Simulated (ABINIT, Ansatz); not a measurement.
# Converging GW for K2H6Pt (Fm-3m) in ABINIT

Aim: raise bands and screening cutoff together for K2H6Pt (Fm-3m) and follow gap and time.

Program: ABINIT 10.8.3. Level of theory: LDA and many-body steps on it, plane waves. Results are calculated unless marked as measured.

## 1. The starting structure

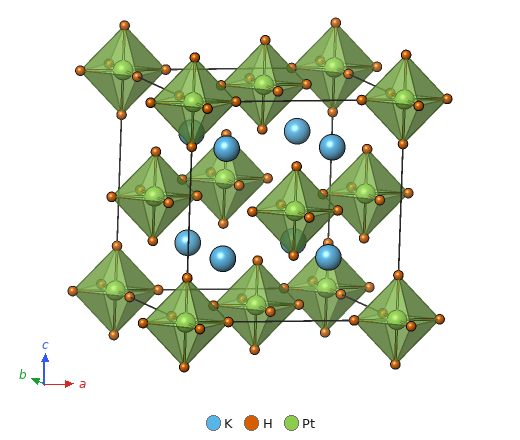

The starting structure, seen slightly off an axis (potassium blue, hydrogen orange, platinum green). This picture shows the conventional cell, with its axes. Some periodic images of atoms are drawn too.

The cell and positions are those that the Materials Project relaxed with its own functionals (PBE, PBE+U or r2SCAN), kept fixed. Spin-orbit coupling is left out unless a step names it.

## 2. Empty states on the mesh, 2×2×2 mesh, 260 bands

This step: ABINIT 10.8.3; DFT, LDA, plane waves, norm-conserving pseudopotentials.

The sums over transitions need many empty states on a uniform mesh; this step solves for them.

run.abi

```
acell 3*1.0 Angstrom
rprim 
  0.000000000000 4.060020550000 4.060020550000
  4.060020550000 0.000000000000 4.060020550000
  4.060020550000 4.060020550000 0.000000000000
ntypat 3
znucl 19 1 78
natom 9
typat 1 1 2 2 2 2 2 2 3
xred 
  0.750000000000 0.750000000000 0.750000000000
  0.250000000000 0.250000000000 0.250000000000
  0.797862200000 0.797862200000 0.202137800000
  0.202137800000 0.797862200000 0.202137800000
  0.797862200000 0.202137800000 0.202137800000
  0.202137800000 0.202137800000 0.797862200000
  0.797862200000 0.202137800000 0.797862200000
  0.202137800000 0.797862200000 0.797862200000
  0.000000000000 0.000000000000 0.000000000000
pp_dirpath "pseudos"
pseudos "K.upf, H.upf, Pt.upf"
ecut 34
ngkpt 2 2 2
nshiftk 1
shiftk 0 0 0
kptopt 1
chksymbreak 0
iscf -2
irdden 1
istwfk *1
nband 260
nbdbuf 22
tolwfr 1e-09
nstep 60
prtvol 0
indata_prefix "in"
outdata_prefix "out"
tmpdata_prefix "tmp"
```

Started as:

```sh
> OMP_NUM_THREADS=1 mpirun -n 4 abinit run.abi > log
```

Numbers of over 12 decimals in the logs are rounded to 6 here.

The log of the run:

```text
.Version 10.8.3 of ABINIT. v10.8.2 released Aug 2026.

 Symmetries : space group Fm -3 m (#225); Bravais cF (face-center cubic)
[... echo of the input left out ...]
== DATASET  1 ==================================================================
-   mpi_nproc: 4, omp_nthreads: 1 (-1 if OMP is not activated)
-    --> not optimal distribution: autoparal keyword recommended in input file <--

--- !DatasetInfo
iteration_state: {dtset: 1, }
dimensions: {natom: 9, nkpt: 3, mband: 260, nsppol: 1, nspinor: 1, nspden: 1, mpw: 8609, }
cutoff_energies: {ecut:  34.0, pawecutdg:  -1.0, }
[...]
2.78875    2.78875    2.83249    2.83249    2.83249    2.83558    2.84195    2.86160
   2.86160    2.86160    2.88113    2.88810    2.88811    2.88818    2.90726    2.90777
   2.91621    2.91713    2.92825    2.92988
 prteigrs : prtvol=0 or 1, do not print more k-points.

== END DATASET(S) ==============================================================
================================================================================

 -outvars: echo values of variables after computation  --------
            nband         260
             nkpt           3
          spgroup         225
 [... the other variables as echoed above ...]

 Calculation completed.
```

It took 2.8 min on 4 MPI ranks of Arm Neoverse V1, shared host; peak memory 0.45 GiB; 11 min of CPU time.

This step gave:

- gap: 3.719 eV
- k of the valence top: 0.5, 0, 0
- k of the conduction bottom: 0.5, 0.5, 0
- least direct gap: 3.838 eV
- k points computed: 3
- lowest point of the top converged band, above the valence top: 74.7282 eV

On this mesh the gap is 3.719 eV.

The density comes from a self-consistent run that is not shown.

## 3. Screening, 2×2×2 mesh, 48 bands, screening to 62.6 eV

The RPA dielectric matrix is built and inverted for each q.

This step: RPA screening on LDA, plane waves, norm-conserving pseudopotentials.

Edit run.abi of step 2 so:

```diff
@@ -27,10 +27,11 @@
 chksymbreak 0
-iscf -2
-irdden 1
 istwfk *1
-nband 260
-nbdbuf 22
-tolwfr 1e-09
-nstep 60
-prtvol 0
+occopt 1
+irdwfk 1
+optdriver 3
+nband 48
+ecuteps 2.3
+inclvkb 2
+awtr 1
+symchi 1
 indata_prefix "in"
```

The log of the run:

```text
.Version 10.8.3 of ABINIT. v10.8.2 released Aug 2026.

 Symmetries : space group Fm -3 m (#225); Bravais cF (face-center cubic)
[... echo of the input left out ...]
== DATASET  1 ==================================================================
-   mpi_nproc: 4, omp_nthreads: 1 (-1 if OMP is not activated)

--- !DatasetInfo
iteration_state: {dtset: 1, }
dimensions: {natom: 9, nkpt: 3, mband: 48, nsppol: 1, nspinor: 1, nspden: 1, mpw: 8609, }
cutoff_energies: {ecut:  34.0, pawecutdg:  -1.0, }
electrons: {nelect:   4.20000000E+01, charge:   0.00000000E+00, occopt:   1.00000000E+00, tsmear:   1.00000000E-02, }

 SCREENING: Calculation of the susceptibility and dielectric matrices

 Based on a program developped by R.W. Godby, V. Olevano, G. Onida, and L. Reining.
 Incorporated in ABINIT by V. Olevano, G.-M. Rignanese, and M. Torrent.
.Using double precision arithmetic ; gwpc =  8

[... cell and pseudopotentials left out ...]
--------------------------------------------------------------------------------

 ==== K-mesh for the wavefunctions ====
 Number of points in the irreducible wedge :     3
[... list of points left out ...]
 Together with 48 symmetry operations and time-reversal symmetry
 yields     8 points in the full Brillouin Zone.

 ==== Q-mesh for the screening function ====
 Number of points in the irreducible wedge :     3
[... list of points left out ...]
 Together with 48 symmetry operations and time-reversal symmetry
 yields     8 points in the full Brillouin Zone.

 setmesh: FFT mesh size selected  =    36x   36x   36
          total number of points  =        46656

 vcoul_init : cutoff-mode = AUXILIARY_FUNCTION
 q-points for optical limit:   1
     1)      0.000010    0.000020    0.000030

- screening: taking advantage of time-reversal symmetry
- Maximum band index for partially occupied states nbvw = 21
- Remaining bands to be divided among processors   nbcw = 27
- Number of bands treated by each node ~6

 Number of electrons calculated from density =   42.0000; Expected =   42.0000
 average of density, n =  0.046498
 r_s =    1.7251
 omega_plasma =   20.8005 [eV]

 calculating chi0 at frequencies [eV] :
  1    0.000000E+00    0.000000E+00
  2    0.000000E+00    2.080054E+01

--------------------------------------------------------------------------------
  q-point number  1        q = ( 0.000000, 0.000000, 0.000000) [r.l.u.]
--------------------------------------------------------------------------------
[... chi0 elements left out ...]
 For q-point:  0.000010 0.000020 0.000030
  dielectric constant =   2.9824
  dielectric constant without local fields =   3.7680

  Average fulfillment of the sum rule on Im[epsilon] for q-point    1 :     30.68  [%]
[... wings left out ...]
  q-point number  2        q = ( 0.500000, 0.000000, 0.000000) [r.l.u.]
--------------------------------------------------------------------------------
[... chi0 elements left out ...]
  Average fulfillment of the sum rule on Im[epsilon] for q-point    2 :     40.45  [%]

 [... 1 further q-points ...]
```

The job ended after 7.9 s (4 MPI ranks; peak memory 1.3 GiB; 31 s of CPU time).

Numbers from this step:

```yaml
eps_infinity_with_local_fields_on_this_mesh_along_the_program_s_q_direction: 2.982
the_same_without_local_fields: 3.768
plasma_frequency: 20.80 eV
plane_waves_in_the_screening_matrix: 169
```

Local fields lower ε∞ by 21 %. On a Γ-centred mesh this coarse the value itself is usually too large, while a short band sum pulls it down.

## 4. 48 bands, 62.6 eV

The self-energy is evaluated for the states that the input lists, and the levels follow from it, in one-shot runs by the linearised quasiparticle equation.

This step: G0W0 on LDA, plane waves, norm-conserving pseudopotentials.

Edit run.abi of step 3 so:

```diff
@@ -30,8 +30,19 @@
 irdwfk 1
-optdriver 3
+optdriver 4
 nband 48
+gwcalctyp 0
+ecutsigx 34
+symsigma 1
+nkptgw 3
+kptgw 
+  0.5000000000 0.0000000000 0.0000000000
+  0.5000000000 0.5000000000 0.0000000000
+  0.0000000000 0.0000000000 0.0000000000
+bdgw 
+  20 23
+  20 23
+  19 24
 ecuteps 2.3
-inclvkb 2
-awtr 1
-symchi 1
+irdscr 1
+ppmodel 1
 indata_prefix "in"
```

The log of the run:

```text
.Version 10.8.3 of ABINIT. v10.8.2 released Aug 2026.

 Symmetries : space group Fm -3 m (#225); Bravais cF (face-center cubic)
[... echo of the input left out ...]
== DATASET  1 ==================================================================
-   mpi_nproc: 4, omp_nthreads: 1 (-1 if OMP is not activated)

--- !DatasetInfo
iteration_state: {dtset: 1, }
dimensions: {natom: 9, nkpt: 3, mband: 48, nsppol: 1, nspinor: 1, nspden: 1, mpw: 8609, }
cutoff_energies: {ecut:  34.0, pawecutdg:  -1.0, }
electrons: {nelect:   4.20000000E+01, charge:   0.00000000E+00, occopt:   1.00000000E+00, tsmear:   1.00000000E-02, }

 SIGMA: Calculation of the GW corrections

 Based on a program developped by R.W. Godby, V. Olevano, G. Onida, and L. Reining.
 Incorporated in ABINIT by V. Olevano, G.-M. Rignanese, and M. Torrent.
.Using double precision arithmetic ; gwpc =  8

[... cell and pseudopotentials left out ...]
--------------------------------------------------------------------------------

 ==== K-mesh for the wavefunctions ====
 Number of points in the irreducible wedge :     3
[... list of points left out ...]
 Together with 48 symmetry operations and time-reversal symmetry
 yields     8 points in the full Brillouin Zone.

 ==== Q-mesh for screening function ====
 Number of points in the irreducible wedge :     3
[... list of points left out ...]
 Together with 48 symmetry operations and time-reversal symmetry
 yields     8 points in the full Brillouin Zone.

 vcoul_init : cutoff-mode = AUXILIARY_FUNCTION
 q-points for optical limit:   1
     1)      0.000010    0.000020    0.000030
 setmesh: FFT mesh size selected  =    60x   60x   60
          total number of points  =       216000

 Number of electrons calculated from density =   42.0000; Expected =   42.0000
 average of density, n =  0.046498
 r_s =    1.7251
 omega_plasma =   20.8005 [eV]

 === KS Band Gaps ===
  >>>> For spin  1
   Minimum direct gap =   3.8383 [eV], located at k-point      :   0.5000  0.5000  0.0000
   Fundamental gap    =   3.7189 [eV], Top of valence bands at :   0.5000  0.0000  0.0000
                                       Bottom of conduction at :   0.5000  0.5000  0.0000
 SIGMA fundamental parameters:
 PLASMON POLE MODEL  1
 number of plane-waves for SigmaX                 8609
 number of plane-waves for SigmaC and W            169
 number of plane-waves for wavefunctions          8609
 number of bands                                    48
 number of independent spin polarizations            1
 number of spinorial components                      1
 number of k-points in IBZ                           3
 number of q-points in IBZ                           3
 number of symmetry operations                      48
 number of k-points in BZ                            8
 number of q-points in BZ                            8
 number of frequencies for dSigma/dE                 9
 frequency step for dSigma/dE [eV]                0.25
 number of omega for Sigma on real axis              0
 max omega for Sigma on real axis  [eV]           0.00
 zcut for avoiding poles [eV]                     0.10

 EPSILON^-1 parameters (SCR file):
 dimension of the eps^-1 matrix on file            169
 dimension of the eps^-1 matrix used               169
 number of plane-waves for wavefunctions          8609
 number of bands                                    48
 number of q-points in IBZ                           3
 number of frequencies                               2
 number of real frequencies                          1
 number of imag frequencies                          1

 matrix elements of self-energy operator (all in [eV])

 Perturbative Calculation

--- !SelfEnergy_ee
iteration_state: {dtset: 1, }
kpoint     : [   0.500,    0.000,    0.000, ]
spin       : 1
KS_gap     :    5.469
QP_gap     :    8.149
Delta_QP_KS:    2.680
data: !SigmaeeData |
     Band     E0 <VxcDFT>   SigX SigC(E0)      Z dSigC/dE  Sig(E)    E-E0       E
       20   0.204 -11.659 -14.635   2.351   0.833  -0.200 -12.180  -0.522  -0.318
       21   0.204 -11.659 -14.635   2.351   0.833  -0.200 -12.180  -0.522  -0.318
       22   5.673 -11.930  -7.508  -1.889   0.852  -0.174  -9.773   2.158   7.831
       23   5.673 -11.930  -7.508  -1.889   0.852  -0.174  -9.773   2.158   7.831

--- !SelfEnergy_ee
iteration_state: {dtset: 1, }
kpoint     : [   0.500,    0.500,    0.000, ]
spin       : 1
KS_gap     :    3.838
QP_gap     :    6.160
Delta_QP_KS:    2.321
data: !SigmaeeData |
     Band     E0 <VxcDFT>   SigX SigC(E0)      Z dSigC/dE  Sig(E)    E-E0       E
       20   0.084 -11.595 -14.627   2.335   0.833  -0.201 -12.175  -0.581  -0.496
       21   0.084 -11.595 -14.627   2.335   0.833  -0.201 -12.175  -0.581  -0.496
[...]
--- !SelfEnergy_ee
iteration_state: {dtset: 1, }
kpoint     : [   0.000,    0.000,    0.000, ]
spin       : 1
KS_gap     :    5.219
QP_gap     :    7.548
Delta_QP_KS:    2.329
data: !SigmaeeData |
     Band     E0 <VxcDFT>   SigX SigC(E0)      Z dSigC/dE  Sig(E)    E-E0       E
[...]
22   5.180  -7.814  -3.498  -2.278   0.875  -0.143  -6.031   1.783   6.963
       23   6.121 -12.607  -7.789  -1.935   0.862  -0.160 -10.121   2.486   8.607
       24   6.121 -12.607  -7.789  -1.935   0.862  -0.160 -10.121   2.486   8.607

 New Fermi energy :        9.822632E-02 Ha ,    2.672874E+00 eV

 === QP Band Gaps ===
  >>>> For spin  1
   Minimum direct gap =   6.1598 [eV], located at k-point      :   0.5000  0.5000  0.0000
   Fundamental gap    =   5.9815 [eV], Top of valence bands at :   0.5000  0.0000  0.0000
                                       Bottom of conduction at :   0.5000  0.5000  0.0000

== END DATASET(S) ==============================================================
================================================================================

 -outvars: echo values of variables after computation  --------
           etotal      0.0000000000E+00
            nband          48
             nkpt           3
          spgroup         225
 [... the other variables as echoed above ...]

 Calculation completed.
```

Wall time 6 s (4 MPI ranks); peak memory 0.48 GiB.

Numbers from this step:

- G0W0 gap on the points computed: 5.982 eV
- starting gap on the mesh: 3.719 eV
- k of the valence top: 0.5, 0, 0
- k of the conduction bottom: 0.5, 0.5, 0
- Z at the valence top: 0.833
- Z at the conduction bottom: 0.858
- least direct G0W0 gap on the computed points: 6.16 eV

The gap on the mesh goes from 3.72 eV to 5.98 eV, a correction of +2.26 eV.

## 5. Screening, 2×2×2 mesh, 109 bands, screening to 114.3 eV

This step: RPA screening on LDA, plane waves, norm-conserving pseudopotentials.

Edit run.abi of step 4 so:

```diff
@@ -30,19 +30,8 @@
 irdwfk 1
-optdriver 4
-nband 48
-gwcalctyp 0
-ecutsigx 34
-symsigma 1
-nkptgw 3
-kptgw 
-  0.5000000000 0.0000000000 0.0000000000
-  0.5000000000 0.5000000000 0.0000000000
-  0.0000000000 0.0000000000 0.0000000000
-bdgw 
-  20 23
-  20 23
-  19 24
-ecuteps 2.3
-irdscr 1
-ppmodel 1
+optdriver 3
+nband 109
+ecuteps 4.2
+inclvkb 2
+awtr 1
+symchi 1
 indata_prefix "in"
```

The log of the run:

```text
.Version 10.8.3 of ABINIT. v10.8.2 released Aug 2026.

 Symmetries : space group Fm -3 m (#225); Bravais cF (face-center cubic)
[... echo of the input left out ...]
== DATASET  1 ==================================================================
-   mpi_nproc: 4, omp_nthreads: 1 (-1 if OMP is not activated)

--- !DatasetInfo
iteration_state: {dtset: 1, }
dimensions: {natom: 9, nkpt: 3, mband: 109, nsppol: 1, nspinor: 1, nspden: 1, mpw: 8609, }
cutoff_energies: {ecut:  34.0, pawecutdg:  -1.0, }
electrons: {nelect:   4.20000000E+01, charge:   0.00000000E+00, occopt:   1.00000000E+00, tsmear:   1.00000000E-02, }

 SCREENING: Calculation of the susceptibility and dielectric matrices

 Based on a program developped by R.W. Godby, V. Olevano, G. Onida, and L. Reining.
 Incorporated in ABINIT by V. Olevano, G.-M. Rignanese, and M. Torrent.
.Using double precision arithmetic ; gwpc =  8

[... cell and pseudopotentials left out ...]
--------------------------------------------------------------------------------

 ==== K-mesh for the wavefunctions ====
 Number of points in the irreducible wedge :     3
[... list of points left out ...]
 Together with 48 symmetry operations and time-reversal symmetry
 yields     8 points in the full Brillouin Zone.

 ==== Q-mesh for the screening function ====
 Number of points in the irreducible wedge :     3
[... list of points left out ...]
 Together with 48 symmetry operations and time-reversal symmetry
 yields     8 points in the full Brillouin Zone.

 setmesh: FFT mesh size selected  =    40x   40x   40
          total number of points  =        64000

 vcoul_init : cutoff-mode = AUXILIARY_FUNCTION
 q-points for optical limit:   1
     1)      0.000010    0.000020    0.000030

- screening: taking advantage of time-reversal symmetry
- Maximum band index for partially occupied states nbvw = 21
- Remaining bands to be divided among processors   nbcw = 88
- Number of bands treated by each node ~22

 Number of electrons calculated from density =   42.0000; Expected =   42.0000
 average of density, n =  0.046498
 r_s =    1.7251
 omega_plasma =   20.8005 [eV]

 calculating chi0 at frequencies [eV] :
  1    0.000000E+00    0.000000E+00
  2    0.000000E+00    2.080054E+01

--------------------------------------------------------------------------------
  q-point number  1        q = ( 0.000000, 0.000000, 0.000000) [r.l.u.]
--------------------------------------------------------------------------------
[... chi0 elements left out ...]
 For q-point:  0.000010 0.000020 0.000030
  dielectric constant =   3.0019
  dielectric constant without local fields =   3.8678

  Average fulfillment of the sum rule on Im[epsilon] for q-point    1 :     56.48  [%]
[... wings left out ...]
  q-point number  2        q = ( 0.500000, 0.000000, 0.000000) [r.l.u.]
--------------------------------------------------------------------------------
[... chi0 elements left out ...]
  Average fulfillment of the sum rule on Im[epsilon] for q-point    2 :     63.41  [%]

 [... 1 further q-points ...]
```

Run time: 19 s. Hardware: 4 MPI ranks; peak memory 1.5 GiB; 77 s of CPU time.

This step gave:

* ε∞ with local fields, on this mesh, along the program's q direction: 3.002
* the same without local fields: 3.868
* plasma frequency: 20.80 eV
* plane waves in the screening matrix: 339

(Continued in part 2 of 2.)

[Paths, hosts, dates, memory and timing lines, banners, echoed tables and standing remarks are left out of the program output.]

[Logs are printed without paths, hosts, clocks, repeated set-up lines and the standing remarks that a program may print on its own settings, such as how far it seeks lower states.]

[Runs of the session that timed out or met a known fault of the program may be left out.]

[Hosts, paths, dates, database ids (printed as entryN), source tags and the programs' standing remarks are cut or masked in the printed files.]

[G0W0 gaps are taken among the corrected bands and points alone; a level outside them can change the order at an edge.]

[Where Ansatz stands beside ABINIT at settings called matched, ABINIT's density can come from a denser mesh and the files from another edition; pairs whose starting gaps differed by over 0.03 eV were left out, so agreement reads better than it is.]
